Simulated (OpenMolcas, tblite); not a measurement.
# How methods differ on SiSe (SMILES [Si][Se])

SiSe: 2 atoms, total charge 0, spin state singlet. As SMILES, `[Si][Se]`. The coordinates come from a PBE0-D4/def2-TZVP relaxation.

```xyz
2

Si    0.0000    0.0000    0.0314
Se    0.0000    0.0000    2.0931
```

Quantity: the electronic atomisation energy, in eV. The values are calculated. Electronic energies at fixed atoms, without zero-point motion or spin-orbit coupling.

```json
{"level": "GFN1-xTB", "kind": "semi-empirical", "program": "tblite", "value (eV)": "6.93", "CPU time (all runs)": "under 2 s"}
{"level": "HF/aug-cc-pVTZ", "kind": "Hartree–Fock", "program": "OpenMolcas", "value (eV)": "3.22", "CPU time (all runs)": "21 s"}
{"level": "SVWN5/aug-cc-pVTZ", "kind": "LDA", "program": "OpenMolcas", "value (eV)": "6.64", "CPU time (all runs)": "38 s"}
{"level": "BLYP/aug-cc-pVTZ", "kind": "GGA", "program": "OpenMolcas", "value (eV)": "5.58", "CPU time (all runs)": "62 s"}
{"level": "PBE/aug-cc-pVTZ", "kind": "GGA", "program": "OpenMolcas", "value (eV)": "5.76", "CPU time (all runs)": "48 s"}
{"level": "TPSS/aug-cc-pVTZ", "kind": "meta-GGA", "program": "OpenMolcas", "value (eV)": "5.63", "CPU time (all runs)": "66 s"}
{"level": "PBE0/aug-cc-pVTZ", "kind": "global hybrid", "program": "OpenMolcas", "value (eV)": "5.48", "CPU time (all runs)": "49 s"}
```

All-electron rows without a relativistic Hamiltonian named are non-relativistic. The values span 3.22 to 6.93 eV. Times are those of the runs behind each value, whatever else they computed, on shared processors of several kinds: orders of magnitude only.

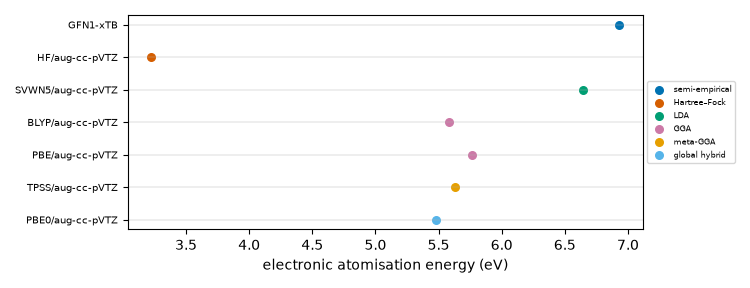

The values of the table, level by level.
